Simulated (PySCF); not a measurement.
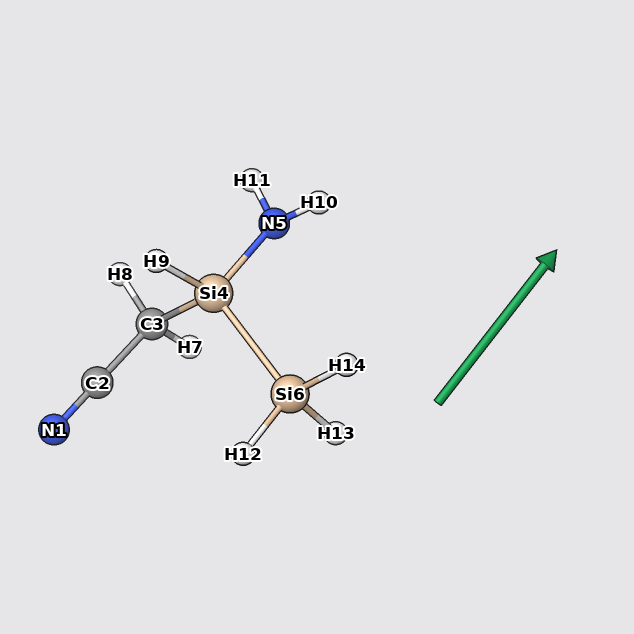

The arrow beside the molecule shows the direction of the dipole moment, from the negative to the positive end (its length means nothing). The computed structure is the end point of a GFN2-xTB optimisation. No frequency run is at hand to confirm it as a minimum. Level of theory: PBE0/pcSseg-1, gas phase (PySCF 2.14.0).

Question: How large is the dipole moment?

Answer: 5.11 D; it points from the side of N1 to the side of H10 (the outermost atoms at the two ends).

The geometry is semi-empirical. Around Si such bond lengths and angles can be off by a tenth of an ångström or more and by several degrees, and values that hang on the shape move with them.
